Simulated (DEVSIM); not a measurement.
Structure: Schottky contact on p-type In0.53Ga0.47As, at 250 K.

```tsv
layer (left to right)	material	thickness (μm)	Na (cm⁻³)	τn (s)	τp (s)
1	In0.53Ga0.47As	2.20	2.3e16	7.9e-10	7.9e-10
```

Left contact: Schottky, work function 4.98 eV, emission velocity 2.3e6 cm/s. Right contact: ohmic. Voltage is applied to the left contact. Recombination: SRH at mid-gap. Mobility is μmin + (μ − μmin)/(1 + (N/Nref)^α).

This is a model device: material constants are rounded textbook-type values typed into the input, and sizes, dopings and lifetimes were drawn at random. Values at 300 K; Nc and Nv go as T^1.5, mobilities as T to minus their exponent, the gap by Varshni's rule with the affinity fixed.

| parameter | In0.53Ga0.47As |
|---|---|
| gap (eV) | 0.74 |
| affinity (eV) | 4.51 |
| permittivity | 13.9 |
| Nc (cm⁻³) | 2.1e17 |
| Nv (cm⁻³) | 7.7e18 |
| μn (cm²/Vs) | 12000 |
| μp (cm²/Vs) | 300 |
| μn,min | 300 |
| μp,min | 10 |
| Nref,n | 1.3e17 |
| Nref,p | 4.9e17 |
| αn | 0.48 |
| αp | 0.4 |
| T exponent of μn | 1.6 |
| T exponent of μp | 1.6 |
| Varshni α (eV/K) | 0.00035 |
| Varshni β (K) | 190 |

Model (solved in DEVSIM): 1D drift-diffusion, Boltzmann statistics, complete ionisation; no tunnelling, impact ionisation, image-force lowering or self-heating. Metal contacts follow the ideal Schottky-Mott rule: no Fermi-level pinning, no interface dipoles.

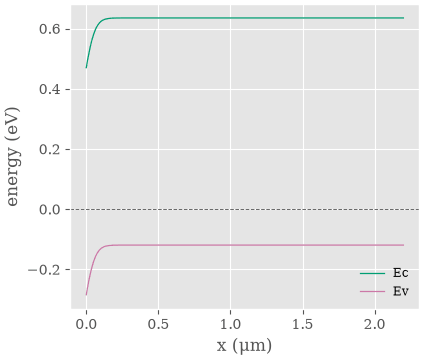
Fig. 1. Band edges at zero bias

Energies count from the Fermi level of the right contact; mesh points crowd at the junctions.

```
x (μm)    Ec (eV)  Ev (eV)  n (cm⁻³)  p (cm⁻³)  field (V/cm)
--------  -------  -------  --------  --------  ------------
0.000       0.470   -0.285     5.4e7    1.1e13         29000
0.009238    0.496   -0.259     1.6e7    3.6e13         27000
0.02385     0.531   -0.223   3100000    1.9e14         22000
0.04205     0.567   -0.188    590000    9.7e14         17000
0.07877     0.611   -0.144     77000    7.5e15          7600
0.1234      0.630   -0.125     32000    1.8e16          1900
0.1791      0.635   -0.120     26000    2.2e16           260
0.2913      0.635   -0.119     25000    2.3e16           ≈ 0
0.4102      0.635   -0.119     25000    2.3e16           ≈ 0
0.5981      0.635   -0.119     25000    2.3e16           ≈ 0
0.8323      0.635   -0.119     25000    2.3e16           ≈ 0
1.266       0.635   -0.119     25000    2.3e16           ≈ 0
1.555       0.635   -0.119     25000    2.3e16           ≈ 0
1.738       0.635   -0.119     25000    2.3e16           ≈ 0
1.911       0.635   -0.119     25000    2.3e16           ≈ 0
1.997       0.635   -0.119     25000    2.3e16           ≈ 0
2.066       0.635   -0.119     25000    2.3e16           ≈ 0
2.109       0.635   -0.119     25000    2.3e16           ≈ 0
2.150       0.635   -0.119     25000    2.3e16           ≈ 0
2.172       0.635   -0.119     25000    2.3e16           ≈ 0
2.187       0.635   -0.119     25000    2.3e16           ≈ 0
2.200       0.635   -0.119     25000    2.3e16           ≈ 0
```
